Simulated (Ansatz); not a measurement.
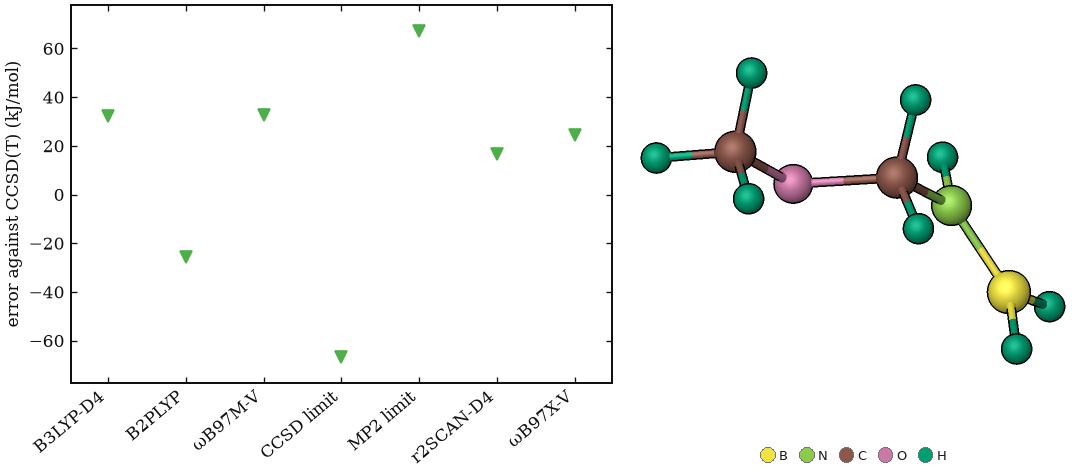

Error in the electronic atomisation energy (method less reference, so positive means overbinding) of C₂H₈BNO, SMILES BNCOC: functionals in def2-TZVPP against frozen-core CCSD(T) at the limit (MP2 extrapolated from triple and quadruple zeta, plus CCSD(T) less MP2 in a smaller set), which gives 4912.7 kJ/mol, at a PBE0-D4/def2-TZVP geometry (no frequency check), no zero-point or spin-orbit term, the Ansatz code. The reference leaves out core correlation, a term that grows with the number of heavy atoms. B2PLYP holds a correlation term that converges slowly with the basis, so part of the distance to the limit is basis error. No dispersion term is added to B2PLYP. Limit means the basis limit.

Question: Which of these levels overbind, and which underbind?

Answer: Overbind: B3LYP-D4, ωB97M-V and MP2 limit. Underbind: B2PLYP and CCSD limit. Within 25 kJ/mol of zero, too close to call in view of what the reference leaves out: r2SCAN-D4 and ωB97X-V.

Question: Give the values.

Answer:
```tsv
level	kJ/mol
B3LYP-D4	32.2
B2PLYP	−25.7
ωB97M-V	32.8
CCSD limit	−66.6
MP2 limit	67.2
r2SCAN-D4	16.5
ωB97X-V	24.5
```

Caveats, for all or some of the runs: one conformer of a flexible molecule.
